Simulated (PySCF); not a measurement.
Consider H$_{8}$N$_{3}$Si$_{3}$ (SMILES N1[SiH]N[SiH2]N[SiH2]1) (charge −1).

```xyz
14

N     0.9113    1.5286   -0.1235
Si   -0.2160    1.1987    1.0842
N    -0.3025   -0.5111    1.2869
Si   -0.4270   -1.5722   -0.0658
N     0.7116   -1.0970   -1.2129
Si    1.2887    0.5752   -1.6225
H     1.1967    2.4894   -0.2243
H    -1.5977    1.7448    0.8703
H     0.2160    1.7442    2.4023
H    -0.7560   -0.8253    2.1271
H    -0.1365   -2.9365    0.4590
H    -1.8543   -1.6265   -0.5279
H     0.8747   -1.7333   -1.9768
H     0.0912    1.0211   -2.4761
```

Geometry: GFN2-xTB.

Method: PBE0/pcSseg-1, SCF density, gas phase, non-relativistic (PySCF 2.14.0).

Question: What can the converged electron density and electron localisation function tell about the bonding?

Answer: N–H (1.01 Å): ρ is about 2.7 e/Å³ halfway; the ELF climbs to about 1 towards the hydrogen, as it does in any bond to H: a covalent bond by its length.
Si–N (1.82 Å): ρ at the midpoint is about 0.88 e/Å³; the ELF peaks at about 0.90 between the atoms (a polar covalent bond).

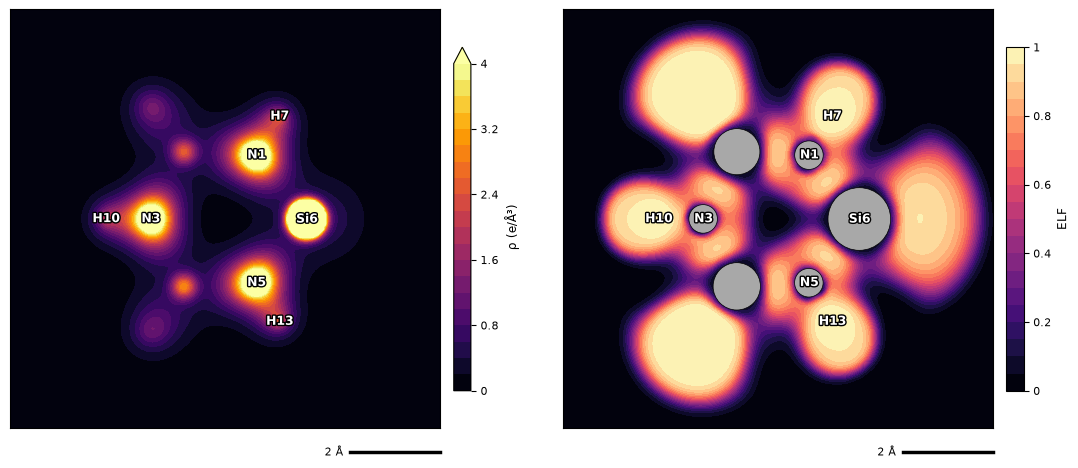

Computed electron density and electron localisation function on the plane of atoms Si6, N1 and H7, in this order. Grey discs cover the atomic cores in the ELF map. 
